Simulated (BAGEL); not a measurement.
# B3LYP/def2-SVP (density fitting with qzvpp-jkfit) run of AlH2SF3 (SMILES [F][Al]([F])([F])<-[SH2])

Aim: the energy change on altering one bond length of AlH2SF3 at B3LYP/def2-SVP (density fitting with qzvpp-jkfit), from 2 runs. 

The calculation is run with BAGEL 1.2.2.

### Step 1. The structure to begin with

The species is AlH2SF3 (7 atoms), meant as a singlet with charge 0. SMILES: `[F][Al]([F])([F])<-[SH2]`. Geometry: a GFN2-xTB relaxation, a rough one for these elements and not checked as a minimum.

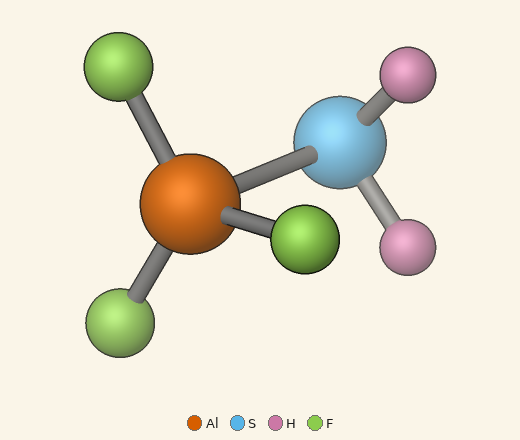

Viewed from a chosen angle; aluminium orange, sulfur blue, hydrogen pink, fluorine green.

### Step 2. A single-point energy at B3LYP/def2-SVP (density fitting with qzvpp-jkfit)

The input, input.json:

```json
{ "bagel": [

{
  "title": "molecule",
  "basis": "svp",
  "df_basis": "qzvpp-jkfit",
  "angstrom": "true",
  "geometry": [
    { "atom": "Al", "xyz": [       0.139410,      -0.238690,      -0.977540 ] },
    { "atom": "S", "xyz": [       0.146750,      -0.246790,       1.495460 ] },
    { "atom": "H", "xyz": [       0.511290,       1.036380,       1.505460 ] },
    { "atom": "H", "xyz": [      -1.151450,       0.059610,       1.503580 ] },
    { "atom": "F", "xyz": [       1.761120,      -0.180430,      -1.233560 ] },
    { "atom": "F", "xyz": [      -0.688880,       1.188410,      -1.069040 ] },
    { "atom": "F", "xyz": [      -0.718240,      -1.618490,      -1.224370 ] }
  ]
},

{
  "title": "ks",
  "xc_func": "b3lyp",
  "charge": 0
},

{
  "title": "print",
  "file": "orbitals.molden",
  "orbitals": "true"
}

]}
```

Started as:

```
$ BAGEL_NUM_THREADS=1 BAGEL input.json > input.out
```

The log of the run:

```text
* using 1 threads per process

  ===============================================================
  ===============================================================

  *** Geometry ***

  { "atom" : "Al", "xyz" : [      0.263447,     -0.451059,     -1.847283 ] },
  { "atom" : "S", "xyz" : [      0.277317,     -0.466366,      2.826010 ] },
  { "atom" : "H", "xyz" : [      0.966198,      1.958474,      2.844907 ] },
  { "atom" : "H", "xyz" : [     -2.175925,      0.112647,      2.841354 ] },
  { "atom" : "F", "xyz" : [      3.328034,     -0.340963,     -2.331091 ] },
  { "atom" : "F", "xyz" : [     -1.301795,      2.245769,     -2.020193 ] },
  { "atom" : "F", "xyz" : [     -1.357277,     -3.058503,     -2.313724 ] },

  Number of auxiliary basis functions:      523

  Since a DF basis is specified, we compute 2- and 3-index integrals:
    o Being stored without compression. Storage requirement is 0.032 GB

  Number of basis functions:       88
  Number of electrons      :       58

    * METHOD: MOLECULE                             0.26

  *** Kohn-Sham DFT ***

    * Removing 12869 points whose weight is below 1.00e-10
    * Grid points: 91473

  === Nuclear Repulsion ===
   302.3420416721

       - DIIS with orbital gradients will be used.

  === KS iteration (b3lyp / svp) ===
      0       -914.84363270          0.12690439           0.40
      1       -889.50622800          0.14573184           0.37
      2       -906.41971997          0.11852171           0.37
      3       -939.58341132          0.04480439           0.36
      4       -940.92544120          0.01662043           0.37
      5       -941.17314379          0.00493911           0.38
      6       -941.18280016          0.00290055           0.37
      7       -941.18819133          0.00132514           0.37
      8       -941.18904201          0.00099022           0.37
      9       -941.18957584          0.00011823           0.37
     10       -941.18958334          0.00001591           0.37
     11       -941.18958345          0.00000528           0.37
     12       -941.18958346          0.00000368           0.37
     13       -941.18958347          0.00000084           0.37
     14       -941.18958347          0.00000029           0.37
     15       -941.18958347          0.00000021           0.37
     16       -941.18958347          0.00000003           0.38
     17       -941.18958347          0.00000000           0.37
    * SCF iteration converged.

    * Permanent dipole moment:
           (    0.221306,    -0.382227,    -1.594827) a.u.

    * METHOD: KS                                   7.14

    * METHOD: PRINT                                0.02

  ===============================================================
```

Run time: 7.8 s. Hardware: 1 thread of Arm Neoverse V1, shared host; peak memory 0.42 GiB.

### Step 3. The distorted shape

The input, calc.json:

```json
{ "bagel": [

{
  "title": "molecule",
  "basis": "svp",
  "df_basis": "qzvpp-jkfit",
  "angstrom": "true",
  "geometry": [
    { "atom": "Al", "xyz": [       0.788472,      -0.391881,      -0.981600 ] },
    { "atom": "S", "xyz": [       0.795812,      -0.399981,       1.491400 ] },
    { "atom": "H", "xyz": [       1.160352,       0.883189,       1.501400 ] },
    { "atom": "H", "xyz": [      -1.151450,       0.059610,       1.503580 ] },
    { "atom": "F", "xyz": [       2.410182,      -0.333621,      -1.237620 ] },
    { "atom": "F", "xyz": [      -0.039818,       1.035219,      -1.073100 ] },
    { "atom": "F", "xyz": [      -0.069178,      -1.771681,      -1.228430 ] }
  ]
},

{
  "title": "ks",
  "xc_func": "b3lyp"
},

{
  "title": "print",
  "file": "orbitals.molden",
  "orbitals": "true"
}

]}
```

Started as:

```
$ BAGEL_NUM_THREADS=1 BAGEL calc.json > calc.out
```

The log of the run:

```text
* using 1 threads per process

  ===============================================================
  ===============================================================

  *** Geometry ***

  { "atom" : "Al", "xyz" : [      1.489996,     -0.740548,     -1.854955 ] },
  { "atom" : "S", "xyz" : [      1.503867,     -0.755855,      2.818338 ] },
  { "atom" : "H", "xyz" : [      2.192747,      1.668985,      2.837235 ] },
  { "atom" : "H", "xyz" : [     -2.175925,      0.112647,      2.841354 ] },
  { "atom" : "F", "xyz" : [      4.554584,     -0.630452,     -2.338763 ] },
  { "atom" : "F", "xyz" : [     -0.075245,      1.956280,     -2.027865 ] },
  { "atom" : "F", "xyz" : [     -0.130727,     -3.347992,     -2.321396 ] },

  Number of auxiliary basis functions:      523

  Since a DF basis is specified, we compute 2- and 3-index integrals:
    o Being stored without compression. Storage requirement is 0.032 GB

  Number of basis functions:       88
  Number of electrons      :       58

    * METHOD: MOLECULE                             0.27

  *** Kohn-Sham DFT ***

    * Removing 12378 points whose weight is below 1.00e-10
    * Grid points: 91964

  === Nuclear Repulsion ===
   299.5801133381

       - DIIS with orbital gradients will be used.

  === KS iteration (b3lyp / svp) ===
      0       -915.06171475          0.12505124           0.39
      1       -888.92822434          0.13730974           0.37
      2       -907.22918719          0.11847025           0.37
      3       -939.05136600          0.04861603           0.37
      4       -938.85353770          0.04384512           0.39
      5       -940.97964750          0.01329001           0.36
      6       -940.98766789          0.01165512           0.37
      7       -941.10460404          0.00318776           0.37
      8       -941.10911305          0.00236591           0.38
      9       -941.11315057          0.00061266           0.37
     10       -941.11334368          0.00021709           0.38
     11       -941.11336239          0.00011684           0.38
     12       -941.11336721          0.00006709           0.37
     13       -941.11336995          0.00000185           0.37
     14       -941.11336996          0.00000112           0.37
     15       -941.11336996          0.00000030           0.38
     16       -941.11336996          0.00000011           0.39
     17       -941.11336996          0.00000005           0.39
     18       -941.11336996          0.00000002           0.37
     19       -941.11336996          0.00000000           0.37
    * SCF iteration converged.

    * Permanent dipole moment:
           (    0.346100,    -0.421489,    -1.597824) a.u.

    * METHOD: KS                                   7.97

    * METHOD: PRINT                                0.02

  ===============================================================
```

It took 8.4 s on 1 thread of Arm Neoverse V1, shared host; peak memory 0.42 GiB.

### Step 4. Outcome

Level: B3LYP/def2-SVP (density fitting with qzvpp-jkfit).

```
                                                         quantity          value
                                        first shape: total energy  -941.18958 Eh
                                       first shape: dipole moment         4.21 D
                                         first shape: HOMO energy       -9.45 eV
                                         first shape: LUMO energy       -0.65 eV
                                       first shape: HOMO–LUMO gap        8.80 eV
                                    distorted shape: total energy  -941.11337 Eh
                                   distorted shape: dipole moment         4.29 D
                                     distorted shape: HOMO energy       -9.29 eV
                                     distorted shape: LUMO energy       -4.64 eV
                                   distorted shape: HOMO–LUMO gap        4.66 eV
energy change with the S2–H4 bond stretched from 1.334 to 2.001 Å       2.074 eV
```

With the S2–H4 bond stretched from 1.334 to 2.001 Å the energy rises by 2.07 eV (48 kcal/mol). The first shape isn't relaxed at this level, so the change isn't measured from a minimum.
